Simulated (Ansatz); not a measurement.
# V2CF2 monolayer: phonons and vibrational spectra, part 2 of 2

Aim: the vibrations of V2CF2 monolayer, their spectra, and whether the structure is stable.

Ansatz 0.2.0; DFT LDA, scalar-relativistic, plane waves, PAW.

So far. Step 4 (Relaxing to small forces for the phonons): The largest force component left is 0.18 meV/Å, within the tolerances set.

### Step 5. Modes at Γ

The zone centre comes first: it holds the modes that light can see, as far as symmetry allows. No field response is asked, since the mesh shows no gap.

input.yaml reads:

```yaml
crystal:
  lattice:
    - [2.9185678162, 0.0, 0.0]
    - [-1.4592839081, 2.5275538715, 0.0]
    - [0.0, 0.0, 33.2]
  atoms:
    - { symbol: C, position: [0.0, 0.0, 0.3012048193] }
    - { symbol: V, position: [0.3333333333, 0.6666666667, 0.331693395] }
    - { symbol: V, position: [0.6666666667, 0.3333333333, 0.2707162435] }
    - { symbol: F, position: [0.6666666667, 0.3333333333, 0.3692273842] }
    - { symbol: F, position: [0.3333333333, 0.6666666667, 0.2331822543] }
  periodic: [true, true, false]
kpoints:
  mp_grid: { grid: [18, 18, 1] }
hamiltonian:
  xc: lda
scf:
  occupations: { method: methfessel_paxton, width: 0.15 }
output:
  eigenvalues: true
phonons:
  method: dfpt
```

Command:

```
> ansatz run input.yaml --threads 8 --pin off --max-ram 14336MiB --backend cpu --events-out ev --progress --plain --runs-dir out
```

Numbers of over 12 decimals in the logs are rounded to 6 here.

The log of the run:

```text
Warning: crystal.symmetry: narrowed to the stabiliser of the run's FFT grids — unitary ops 12 → 6. A phonons.method: dfpt run fills in the rows of the dynamical matrix that it does not solve by its symmetry operations, which is exact only for operations that map its FFT grids onto themselves: filled in by any other, the frequencies could depend on the order in which like atoms are typed, or, by more than the grids' own error, on where the crystal sits among the grids' points. Excluded: 6 operations. The run can therefore solve more perturbations, solve them on more k-points, or both, and cost more. [rest of the remark cut]
[...]
Crystal: 5 atoms, lattice volume = 244.911 Å³
Basis set: ecut = 420 eV, 4731 PW (Γ), exchange–correlation on 40×40×450 points (8 copies of the dense FFT grid, shifted against one another)
Bands: 27, of which v1, the nominal top of the filled ones, is band 22 counted from 1 (21 counted from 0)
Symmetry: 12 space group operations
k-points: 91 of 324 (irreducible under 2 space group operations, time reversal used)
[...]
SCF iter   1: F=—  HF=-7554.455112 eV  |F-HF|=—  |Δ(HF+E_count)|=         —  Δρ=9.02e-3  dr2=1.56e-1  ethr=1.77e-3  ⟨swp⟩=12.0  Hψ=39363  notcnv=0
automatic band count: the SCF goes on with 32 bands, as 27 were too few: they end inside the smearing window of the response
[...]
SCF iter   2: F=—  HF=-7554.443850 eV  |F-HF|=—  |Δ(HF+E_count)|=   1.13e-2  S|Δr|=    0.00e0  Δρ=7.77e-3  dr2=8.21e-2  ethr=3.54e-4  ⟨swp⟩=3.4  Hψ=7668  notcnv=0  defer=198
[...]
SCF iter  10: F=-7554.419486 eV  HF=-7554.419486 eV  |F-HF|=1.16e-10  |Δ(HF+E_count)|=  7.82e-10  S|Δr|=    0.00e0  Δρ=2.44e-8  dr2=7.46e-13  ethr=1.00e-12  ⟨swp⟩=23.9  Hψ=22207  notcnv=0
SCF 1 converged in 10 iterations: F = -7554.419486 eV  dr2 = 7.46e-13
[...]
DFPT response loops at Γ: preconditioner auto → none (partly filled bands, converged f_vac=0.788); β = 0.50; Broyden in place of MSR1
SCF converged after 10 iterations
[...]
Free energy (F): -7554.419486 eV
[...]
Internal energy: -7554.418530 eV  (E = F + TS)
E sigma→0 (E₀):  -7554.419247 eV
Entropy (-TS):   -0.000957 eV (-0.191 meV/atom)
Fermi energy:    -5.274387 eV
[...]
--- Band table (eV; the first three rows and the last of 91) ---
  k-point 0: bands = [... 18 lower, -9.1569, -9.1569, -6.7113, -6.7113, -5.8765, -4.7455, -4.7455, -4.4970, ... 6 higher]
  k-point 1: bands = [... 18 lower, -9.2825, -9.1961, -6.7426, -6.6474, -5.8622, -4.7690, -4.7340, -4.5077, ... 6 higher]
  k-point 2: bands = [... 18 lower, -9.5938, -9.2931, -6.8617, -6.4712, -5.7997, -4.8107, -4.6989, -4.5221, ... 6 higher]
  k-point 90: bands = [... 18 lower, -10.3961, -9.6878, -6.6302, -6.0997, -4.6372, -4.4527, -4.1707, -3.8864, ... 6 higher]
  ° read free of the cell's end (the report's vacuum.weakly_bound_levels)
--- Phonons (Γ-DFPT): 10 representative perturbations + reference, on 91 of 324 k-points (Σ response iterations 50) ---
  ASR residual: 5.775e-5 → 0.000e0 eV/Å²; symmetrization residual: 1.015e-5 eV/Å²
  The last average, over the group as it would stand without the narrowing to the FFT grids, took up to 3.855e-6 eV/Å² of the zone centre's force constants
  ASR residual per site (eV/Å²): 1.35e-5 5.78e-5 5.65e-5 1.57e-5 2.38e-5
  Γ frequencies (cm⁻¹): 0.00 0.00 0.00 219.39 219.39 250.19 250.19 304.42 304.42 306.80 476.34 557.62 675.18 815.97 815.97
  non-analytic LO–TO correction: not included (Born effective charges unavailable; polar crystals: no LO–TO splitting at Γ)
```

Elapsed: 2.1 min, on 8 threads of Arm Neoverse V1, shared host; peak memory 2.3 GiB.

In the SCF lines HF is the Harris–Foulkes energy and dr2 the Hartree energy of the density residual, in eV; the loop may stop once dr2 is under the threshold and the program's other checks hold. Hψ counts applications of the Hamiltonian.

This step gave:

```yaml
sum_rule_residual_before_enforcement: 5.78e-5 eV/Å²
point_group: -3m
highest_optical_mode_at_the_zone_centre_no_lo_to_term: 816.0 cm⁻¹
lowest_optical_zone_centre_mode: 219.4 cm⁻¹
```

Patterns of degenerate modes are one choice out of their space. Modes at Γ, with each element's share of the kinetic energy:

| mode | frequency (cm⁻¹) | symmetry | C % | V % | F % |
| --- | --- | --- | --- | --- | --- |
| 1 | 0.0 | acoustic | 8 | 67 | 25 |
| 2 | 0.0 | acoustic | 8 | 67 | 25 |
| 3 | 0.0 | acoustic | 8 | 67 | 25 |
| 4 | 219.4 | Eg | 0 | 17 | 83 |
| 5 | 219.4 | Eg | 0 | 17 | 83 |
| 6 | 250.2 | Eu | 1 | 24 | 75 |
| 7 | 250.2 | Eu | 1 | 24 | 75 |
| 8 | 304.4 | Eg | 0 | 83 | 17 |
| 9 | 304.4 | Eg | 0 | 83 | 17 |
| 10 | 306.8 | A1g | 0 | 41 | 59 |
| 11 | 476.3 | A2u | 0 | 26 | 74 |
| 12 | 557.6 | A1g | 0 | 59 | 41 |
| 13 | 675.2 | A2u | 92 | 7 | 1 |
| 14 | 816.0 | Eu | 91 | 9 | 0 |
| 15 | 816.0 | Eu | 91 | 9 | 0 |

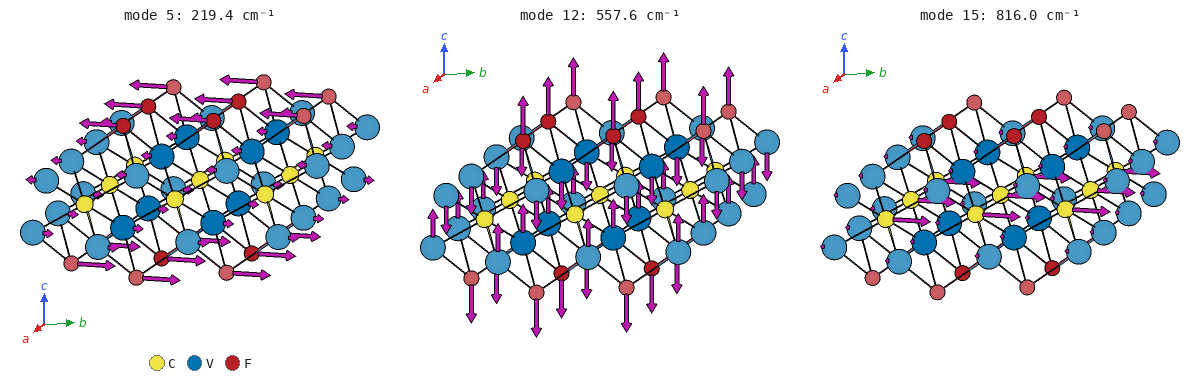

Displacement patterns of modes 5, 12 and 15 at Γ; arrows are exaggerated. 2×2×1 cells are drawn. Some periodic images of atoms are drawn too.

Before it was imposed, the acoustic sum rule was missed by 5.8e-5 eV/Å². Small misses are needed for a sound result but don't prove that mesh and cutoff are converged. The lowest optical mode is real, 219 cm⁻¹.

### Step 6. Phonons on a q mesh

Stability and thermal properties need the whole zone. Linear response on a 4×4×1 q mesh gives force constants as far as a supercell of that size would.

Changes to input.yaml since step 5:

```diff
@@ -13,3 +13,3 @@
 kpoints:
-  mp_grid: { grid: [18, 18, 1] }
+  mp_grid: { grid: [20, 20, 1] }
 hamiltonian:
@@ -22 +22,10 @@
   method: dfpt
+  qmesh: [4, 4, 1]
+  temperatures: { t_max: 1000, t_step: 50 }
+  qpath:
+    path:
+      - [0.0, 0.0, 0.0]
+      - [0.5, 0.0, 0.0]
+      - [0.33333333, 0.33333333, 0.0]
+      - [0.0, 0.0, 0.0]
+    npoints: 10
```

The log of the run:

```text
[...]
Crystal: 5 atoms, lattice volume = 244.911 Å³
Basis set: ecut = 420 eV, 4731 PW (Γ), exchange–correlation on 40×40×450 points (8 copies of the dense FFT grid, shifted against one another)
Bands: 27, of which v1, the nominal top of the filled ones, is band 22 counted from 1 (21 counted from 0)
Symmetry: 12 space group operations
k-points: 44 of 400 (irreducible under 6 space group operations, time reversal used)
[...]
SCF iter   1: F=—  HF=-7554.456509 eV  |F-HF|=—  |Δ(HF+E_count)|=         —  Δρ=9.05e-3  dr2=1.56e-1  ethr=1.77e-3  ⟨swp⟩=11.8  Hψ=19035  notcnv=0
[...]
SCF iter  10: F=-7554.420697 eV  HF=-7554.420697 eV  |F-HF|=1.18e-11  |Δ(HF+E_count)|=  4.24e-10  S|Δr|=    0.00e0  Δρ=1.71e-8  dr2=2.78e-13  ethr=1.00e-12  ⟨swp⟩=24.2  Hψ=10855  notcnv=0
SCF 1 converged in 10 iterations: F = -7554.420697 eV  dr2 = 2.78e-13
[...]
phonons: the bands overlap, so this run is a metal and interpolates without the dipole-dipole term. If the crystal is really an insulator or semiconductor, its LO-TO splitting is missing
NSCF: frozen V_eff on 44 k-points
[...]
DFPT response loops at q = (0, 0, 0) (fractional): preconditioner auto → none (partly filled bands, converged f_vac=0.788); β = 0.50; Broyden in place of MSR1
[...]
SCF converged after 10 iterations
[...]
Free energy (F): -7554.420697 eV
[...]
Internal energy: -7554.422246 eV  (E = F + TS)
E sigma→0 (E₀):  -7554.421084 eV
Entropy (-TS):   0.001549 eV (0.310 meV/atom)
Fermi energy:    -5.288707 eV
[...]
--- Band table (eV; the first three rows and the last of 44) ---
  k-point 0: bands = [... 18 lower, -9.1574, -9.1574, -6.7126, -6.7126, -5.8765, -4.7467, -4.7467, -4.4982, ... 6 higher]
  k-point 1: bands = [... 18 lower, -9.2600, -9.1895, -6.7374, -6.6606, -5.8653, -4.7661, -4.7374, -4.5071, ... 6 higher]
  k-point 2: bands = [... 18 lower, -9.5237, -9.2716, -6.8306, -6.5152, -5.8174, -4.8048, -4.7091, -4.5216, ... 6 higher]
  k-point 43: bands = [... 18 lower, -10.6894, -9.6218, -6.0924, -5.6452, -5.4110, -4.3251, -4.2419, -3.9454, ... 6 higher]
  ° read free of the cell's end (the report's vacuum.weakly_bound_levels)
--- Phonons (Γ-DFPT): 10 representative perturbations + reference (Σ response iterations 47) ---
  ASR residual: 3.084e-5 → 0.000e0 eV/Å²; symmetrization residual: 3.715e-6 eV/Å²
[...]
ASR residual per site (eV/Å²): 3.08e-5 8.21e-6 8.54e-6 2.15e-5 1.01e-5
[...]
--- Phonons (arbitrary-q DFPT): 4 irreducible q on the 4×4×1 mesh ---
  q = [0.0000, 0.0000, 0.0000] (star 1, of the zone-centre solve; hermiticity 2.54e-7, symmetrization 3.54e-13, taken by the last average 1.34e-7): -0.00 0.00 0.00 219.55 219.55 250.09 250.09 302.14 302.14 307.32 477.01 557.07 675.37 816.24 816.24
  q = [0.0000, 0.2500, 0.0000] (star 6, 15 solved perturbations on 210 of 400 k-point pairs; hermiticity 2.96e-7, symmetrization 2.11e-8, taken by the last average 2.29e-7): 99.47 113.84 178.77 225.11 232.93 255.52 256.72 281.52 284.21 353.15 444.68 453.80 680.03 820.06 820.80
[...]
q = [0.2500, 0.2500, 0.0000] (star 6, 10 solved perturbations in 3050 linear systems a pass and spin channel, the states on 400 of 400 k-point pairs; hermiticity 3.17e-7, symmetrization 4.12e-11, taken by the last average 2.29e-7): 67.75 145.40 215.50 247.03 252.41 258.78 259.12 289.55 291.60 362.73 401.53 410.79 693.33 810.33 827.77
  sum rule: each row above includes the acoustic sum rule's correction from the zone centre's row sums; it moved no ω² by more than (0.84 cm⁻¹)²
  mesh force constants: q→R imaginary residual 5.29e-18; ASR residual 3.084e-5 → 0.000e0 eV/Å²; symmetrization residual 3.197e-14 eV/Å²
  interpolated dispersion: 31 rows × 15 modes
  density of states and harmonic sums: on the 24×24×1 q-mesh, interpolated from the force constants of a 4×4×1 supercell (no non-analytic term)
  largest difference from the sums on the solved wave vectors: F 4.06e-2 eV, S 5.63e-5 and C_V 1.57e-5 eV/K
  zero-point energy: 0.342001 eV/cell   skipped modes (ω ≤ 0): 3   left out of the sums: 3.47e-4 of the cell's modes: C_V's classical limit lies that fraction below 3 k_B per atom; for a crystal, a wire or a layer, F and S can be off by more, and a phonons.interpolated_qmesh denser along its periods is the remedy for the sampling
```

It took 17 min on 8 threads; peak memory 5.7 GiB.

Numbers from this step:

* sum-rule residual before enforcement: 3.08e-5 eV/Å²
* lowest frequency on the path: 0 cm⁻¹
* highest frequency on the path or at a solved wavevector: 828.1 cm⁻¹
* mean frequency: 367.8 cm⁻¹
* highest optical mode at the zone centre (no LO-TO term): 816.2 cm⁻¹
* lowest optical zone-centre mode: 219.6 cm⁻¹
* lowest mode on the q mesh (acoustic modes at Γ apart): 67.75 cm⁻¹
* zero-point energy per atom: 68.4 meV
* heat capacity at 300 K: 18.99 J/(mol atoms K)
* vibrational entropy at 300 K: 19.12 J/(mol atoms K)
* edges of the widest gap between branches, on path and mesh: 557.1, 674.9 cm⁻¹

Frequencies (cm⁻¹) solved at each irreducible wavevector; negative means imaginary. Frequencies by wavevector, by row:

```csv
q in reciprocal lattice units,star,mode 1,mode 2,mode 3,mode 4,mode 13,mode 14,mode 15
0 0 0,1,0,0,0,219.6,675.4,816.2,816.2
0 0.25 0,6,99.5,113.8,178.8,225.1,680,820.1,820.8
0 -0.5 0,3,69.5,160.8,242.2,249.4,694.5,809.6,821.7
0.25 0.25 0,6,67.8,145.4,215.5,247,693.3,810.3,827.8
```

Interpolated from a 4×4×1 q mesh. The phonon branches at the labelled points (cm⁻¹):

```csv
point,branch 1,branch 2,branch 3,branch 4,branch 12,branch 13,branch 14,branch 15
Γ,0,0,0,220,557,675,816,816
M,70,161,242,249,446,694,810,822
K,141,148,148,248,393,698,819,819
Γ,0,0,0,220,557,675,816,816
```

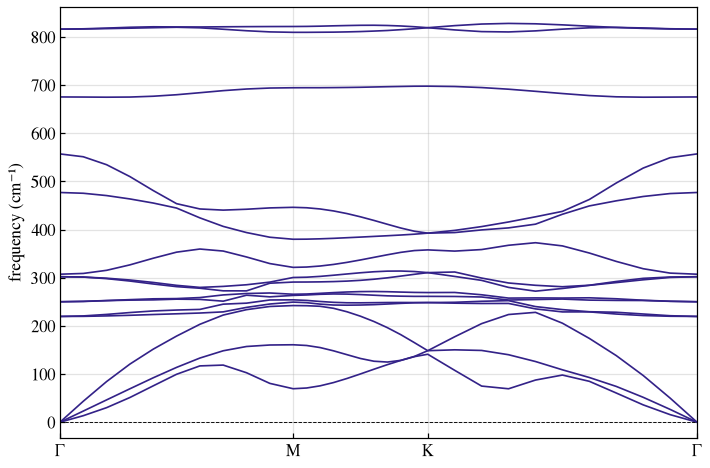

Phonon branches along the path.

The phonon density of states has structure finer than the step of the table below, so its rows give means over 50 cm⁻¹, whole bins alone (the curve runs from 5 to 825 cm⁻¹). Peaks (cm⁻¹: height): 145.0: 0.0299, 225.0: 0.0782, 255.0: 0.136, 285.0: 0.0799, 355.0: 0.0308, 435.0: 0.0292, 695.0: 0.0482.

Tetrahedra on a 24×24×1 mesh, mean over bins of 10 cm-1. Interpolated from a 4×4×1 q mesh. Phonon density of states against wavenumber; means over each step:

```csv
wavenumber (cm⁻¹),phonon density of states (1/cm⁻¹/cell)
50,0.00586
100,0.0222
150,0.0155
200,0.0153
250,0.0833
300,0.0390
350,0.0178
400,0.0184
450,0.0183
500,0.00254
550,0.00104
600,0
650,0.00230
700,0.0177
750,0
800,0.0305
```

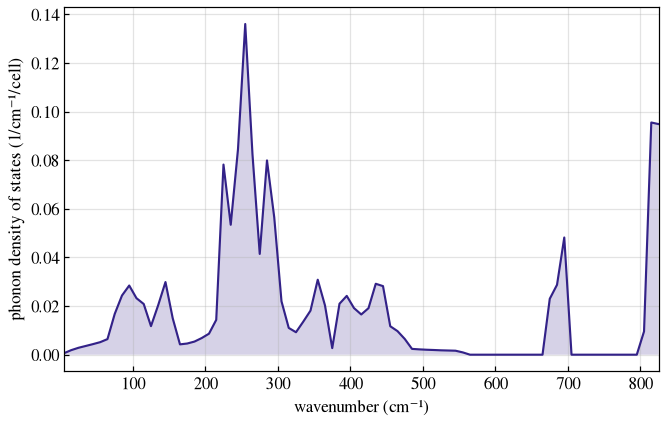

Phonon density of states, plotted against wavenumber.

The partial phonon density of states has structure finer than the step of the table below, so its rows give means over 50 cm⁻¹, whole bins alone (the curve runs from -10 to 863 cm⁻¹). Peaks (cm⁻¹: height): C 692.7: 0.0338, 819.0: 0.0838; F 253.5: 0.0862, 390.8: 0.0180; V 94.3: 0.0184, 143.7: 0.0183, 248.0: 0.0341, 292.0: 0.0314, 357.8: 0.0200, 440.2: 0.0123, 819.0: 0.00922.

Phonopy on the run's constants, 21x21x1 mesh, Gaussian sigma 6.2 cm-1. Interpolated from a 4×4×1 q mesh. Partial phonon density of states against wavenumber; means over each step; values in 1/cm⁻¹/cell:

| wavenumber (cm⁻¹) | C | F | V |
| --- | --- | --- | --- |
| 50 | 5.8e-4 | 0.00154 | 0.00416 |
| 100 | 0.00236 | 0.00455 | 0.0148 |
| 150 | 0.00155 | 0.00296 | 0.0112 |
| 200 | 4.7e-4 | 0.00682 | 0.00833 |
| 250 | 7.8e-4 | 0.0539 | 0.0288 |
| 300 | 4.1e-4 | 0.0186 | 0.0195 |
| 350 | 5.6e-5 | 0.00518 | 0.0125 |
| 400 | 1.3e-4 | 0.0133 | 0.00502 |
| 450 | 1.2e-4 | 0.0109 | 0.00710 |
| 500 | 9.0e-6 | 0.00132 | 0.00128 |
| 550 | 3.0e-7 | 4.5e-4 | 6.2e-4 |
| 600 | 0 | 2.4e-7 | 2.4e-7 |
| 650 | 0.00223 | 4.3e-5 | 2.0e-4 |
| 700 | 0.0153 | 1.7e-4 | 0.00206 |
| 750 | 0 | 0 | 0 |
| 800 | 0.0273 | 8.4e-5 | 0.00287 |

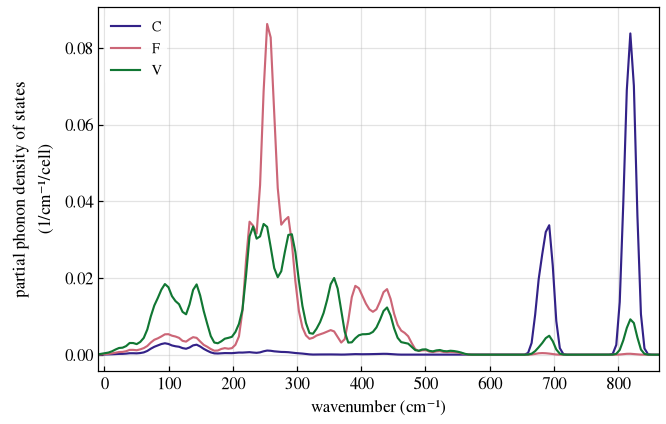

Partial phonon density of states, plotted against wavenumber.

Harmonic thermodynamic functions per atom, from the density of states. Interpolated from a 4×4×1 q mesh. Thermodynamic functions, by row:

```csv
T (K),F_vib (meV/atom),S (J/mol-atom/K),C_V (J/mol-atom/K)
0,68.4,0,0
100,66.94,4.206,7.619
200,58.44,12.15,15.23
300,42.13,19.12,18.99
400,19.23,24.89,21.04
500,-9.14,29.72,22.23
600,-42.14,33.84,22.96
700,-79.11,37.42,23.44
800,-119.6,40.58,23.77
900,-163.1,43.39,24
1000,-209.4,45.93,24.17
```

Symmetry leaves 4 wavevectors to solve. The lowest mode among them, the acoustic zeros apart, lies at q = (0.25, 0.25, 0) and is real, 67.8 cm⁻¹.

### Step 7. Another isotope

An isotope changes the mass and not the force constants, so no new electronic calculation is needed; the shifts show which modes move this element.

The same force constants with the mass of C changed from 12.011 to 13.003 u (phonopy, no LO-TO term). Both lists are sorted by frequency; levels can cross, so a row need not hold one and the same mode. Modes under 3 cm⁻¹ are left out. Isotope shifts, by row, the first 40 of 57 rows:

```csv
q,rank,natural mass (cm⁻¹),changed mass (cm⁻¹)
0 0 0,4,219.6,219.6
0 0 0,5,219.6,219.6
0 0 0,6,250.1,249.9
0 0 0,7,250.1,249.9
0 0 0,8,302.1,302.1
0 0 0,9,302.1,302.1
0 0 0,10,307.3,307.3
0 0 0,11,477,477
0 0 0,12,557.1,557.1
0 0 0,13,675.4,651.2
0 0 0,14,816.2,787.5
0 0 0,15,816.2,787.5
0 0.25 0,1,99.47,99.09
0 0.25 0,2,113.8,113.5
0 0.25 0,3,178.8,178.2
0 0.25 0,4,225.1,225.1
0 0.25 0,5,232.9,232.9
0 0.25 0,6,255.5,255.4
0 0.25 0,7,256.7,256.6
0 0.25 0,8,281.5,281.4
0 0.25 0,9,284.2,284.1
0 0.25 0,10,353.1,353.1
0 0.25 0,11,444.7,444.4
0 0.25 0,12,453.8,453.8
0 0.25 0,13,680,656.6
0 0.25 0,14,820.1,791.5
0 0.25 0,15,820.8,792.2
0 -0.5 0,1,69.48,69.08
0 -0.5 0,2,160.8,160.1
0 -0.5 0,3,242.2,242.2
0 -0.5 0,4,249.4,249.4
0 -0.5 0,5,254.1,254
0 -0.5 0,6,263.3,263.3
0 -0.5 0,7,265.7,265.2
0 -0.5 0,8,291,291
0 -0.5 0,9,300.5,300.2
0 -0.5 0,10,321.5,321.5
0 -0.5 0,11,379.9,379.7
0 -0.5 0,12,446.2,446.2
0 -0.5 0,13,694.5,671.1
```

A mode of this element alone would shift by -3.89 %. The highest zone-centre frequency without the field goes from 816.2 to 787.5 cm⁻¹ (-3.5 %). The product of the frequency ratios over all optical modes at Γ is 0.896; the product rule, (m/m′)^(3k/2) (M′/M)^(3/2) with k = 1 such atoms and M the mass of the cell, gives 0.896.

### Step 8. Summary of results

* space group after relaxation (within 0.01 Å): P-3m1
* area per atom: 1.48 Å²
* electronic character: no gap on this mesh
* highest optical mode at the zone centre (no LO-TO term): 816 cm⁻¹
* lowest optical zone-centre mode: 219 cm⁻¹
* lowest mode on the q mesh (acoustic modes at Γ apart): 67.8 cm⁻¹
* highest frequency on the path or at a solved wavevector: 828 cm⁻¹
* zero-point energy per atom: 68.4 meV
* heat capacity at 300 K: 19.0 J/(mol atoms K)
* vibrational entropy at 300 K: 19.1 J/(mol atoms K)
* imaginary modes on the 4×4×1 q mesh: none

**Reading.** The structure is a minimum as far as tested: no mode is imaginary at the 4 irreducible wavevectors of the 4×4×1 mesh, and the softest away from the acoustic zeros lies at 68 cm⁻¹. The optical modes at Γ span 219 to 816 cm⁻¹. The highest mode in this list at Γ, 816.0 cm⁻¹, is mostly motion of C (91 % of the kinetic energy). On the path and the mesh, the widest gap between branches runs from 557 to 675 cm⁻¹. With no gap, or one that is small against the smearing, the frequencies hang on the k mesh and the smearing, most of all near Kohn anomalies. The phonon runs are without spin polarisation, although V often carries a moment. In a sheet or slab the interpolated bending branch near Γ is rough, since the rotational sum rule isn't imposed. The starting cell was built on a prototype and not taken from a measurement. These are harmonic frequencies at zero temperature: anharmonic shifts, linewidths and thermal expansion are left out.

[Logs are printed without paths, hosts, clocks, repeated set-up lines and the standing remarks that a program may print on its own settings, such as how far it seeks lower states.]

[Hosts, paths, dates, database ids (printed as entryN), source tags and the programs' standing remarks are cut or masked in the printed files.]
